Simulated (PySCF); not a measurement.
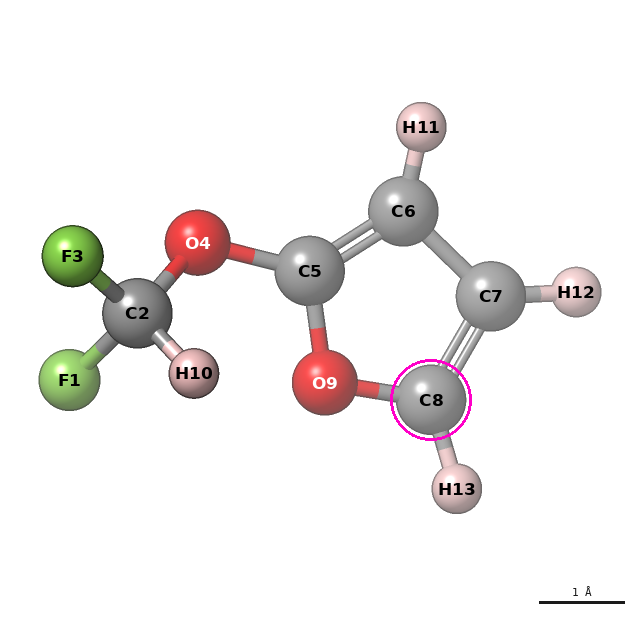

Orthographic view. Atoms fade into the background with distance from the viewer. Geometry: a frame of a GFN2-xTB molecular-dynamics simulation, not a minimum.

Name the neighbours of the circled atom.

Answer. The circled atom is C8; it is bonded to C7, O9, H13.

Of C2 and O4, which is nearer the viewer?

Answer. C2; the bond to O4 points away from the viewer, so it looks shorter than its 1.40 Å.

Which two atoms are farthest apart in space?

Answer. F3 and H12, 6.63 Å.

What is the shortest path along bonds from the circled atom to C2?

Answer. C8–O9–C5–O4–C2, 4 bonds; through space the two are 3.93 Å apart.
